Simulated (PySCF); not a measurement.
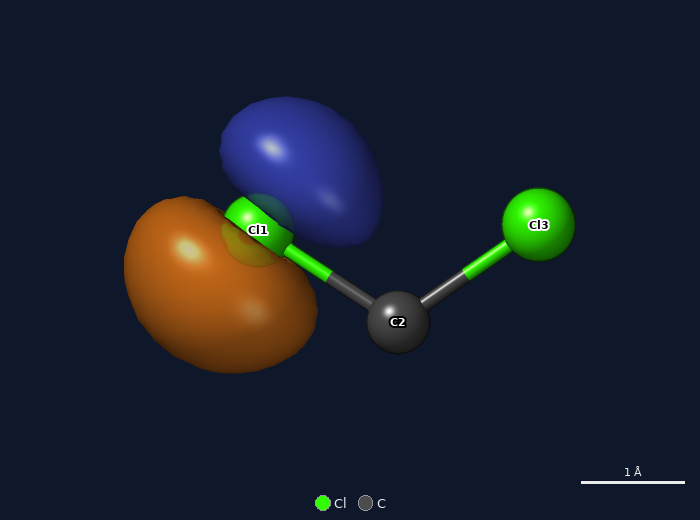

Figure. CCl2, SMILES `Cl[C]Cl`. Pipek–Mezey orbitals, occupied; each surface holds about 80 % of the orbital's density. Energies are diagonal elements of the Fock matrix.

Method: ωB97X/aug-cc-pVDZ; geometry: GFN2-xTB; program: PySCF. No frequency check shows the geometry to be a minimum. GFN2-xTB bond lengths at metals and heavier atoms can be off by up to 0.1 Å and shapes distorted, which carries into these values.

Input script:

```python
import numpy as np
from pyscf import gto, scf, dft, lo
from pyscf.data.elements import chemcore

def solve(mol, dm0=None, hcore=None):
    mf = (dft.UKS if mol.spin else dft.RKS)(mol, xc='wb97x')
    mf.grids.level = 3
    mf = mf.density_fit(auxbasis='def2-universal-jkfit')
    mf.conv_tol, mf.max_cycle = 1e-8, 80
    if hcore is not None:
        mf.get_hcore = lambda *args: hcore
    mf.kernel(dm0)
    if not mf.converged:
        mf = mf.newton().run(mf.mo_coeff, mf.mo_occ, max_cycle=30)
    assert mf.converged, 'SCF not converged'
    return mf

mol = gto.M(atom='''
Cl     1.39373    -0.13862     0.00000
C      0.00007     0.78546     0.00000
Cl    -1.39376    -0.13860     0.00000
''', basis='aug-cc-pvdz', charge=0, spin=0, verbose=4)
mf = solve(mol)
occ_all = mf.mo_coeff[:, mf.mo_occ > 0]
occ = occ_all[:, chemcore(mol):]
pm = lo.PM(mol, occ, pop_method='meta_lowdin')
loc = pm.kernel()
for _ in range(5):
    new, stable = pm.stability_jacobi(return_status=True)
    if stable:
        break
    loc = pm.kernel(new)
fock, s = mf.get_fock(), mf.get_ovlp()
ortho = lo.orth_ao(mol, 'meta_lowdin')
labels = mol.ao_labels(fmt=None)
vir = loc[:, :0]
both = np.hstack([loc, vir])
p = (ortho.T @ s @ both) ** 2
pop = np.array([p[[l[0] == a for l in labels]].sum(0) for a in range(mol.natm)])
spd = np.array([[p[[l[0] == a and l[2][-1] == k for l in labels]].sum(0) for k in 'spd'] for a in range(mol.natm)])
eps = np.einsum('pi,pq,qi->i', both, fock, both)
for i in np.argsort(eps):
    top = np.argsort(-pop[:, i])[:3]
    print('%3d %s %9.4f Eh ' % (i + 1, 'occ' if i < loc.shape[1] else 'vir', eps[i]), '  '.join('%s%d %.3f' % (mol.atom_symbol(a), a + 1, pop[a, i]) for a in top))
np.savez('result.npz', c=both, nocc=loc.shape[1], pop=pop, spd=spd, eps=eps, e=mf.e_tot)
```

Launched as:

```sh
OMP_NUM_THREADS=1 python input.py
```

The run took 2.8 s on 1 thread of Intel(R) Xeon(R) 6975P-C (Granite Rapids), with other jobs on the host, peak memory 0.29 GiB.

What does this orbital represent?

Lone pair on Cl1 (p-type) (Cl1 98 %; −13.3 eV).

How do all the valence pairs divide up?

9 pairs: 7 lone pairs and 2 σ bonds.
